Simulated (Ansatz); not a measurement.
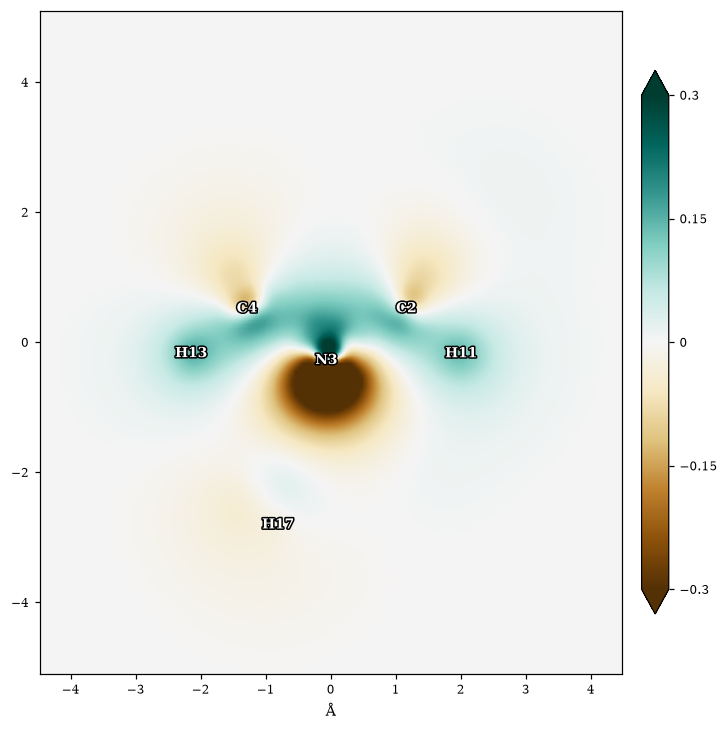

The picture shows: C4H12N2 (SMILES CCN(C)CN). The HOMO on the plane of atoms C2, N3 and C4 (values in Å⁻³ᐟ²; the overall sign is arbitrary).

These are results of RKS PBE-D4/6-31G* (Ansatz), not measurements.

```xyz
18

C    -0.4248   -0.8215   -1.8999
C     0.7122   -0.0661   -1.1855
N     0.5701    0.1356    0.2568
C     0.6188   -1.0968    1.0364
C    -0.5509    0.9890    0.6220
N    -0.3537    1.4745    1.9880
H    -0.5629   -1.8359   -1.4888
H    -0.2002   -0.9251   -2.9757
H    -1.3861   -0.2863   -1.8096
H     1.6657   -0.6038   -1.3475
H     0.8313    0.9321   -1.6498
H    -0.2145   -1.8055    0.8175
H     0.5654   -0.8305    2.1029
H     1.5728   -1.6175    0.8424
H    -0.6063    1.7866   -0.1554
H    -1.5352    0.4599    0.6102
H     0.4416    2.1236    1.9958
H    -1.1809    1.9993    2.2919
```

What is the character of this orbital?

Answer. It lies mainly on N3 (about 55 %), C4 (about 5 %), C5 (about 5 %) and C2 (about 5 %). Its energy is −4.34 eV.
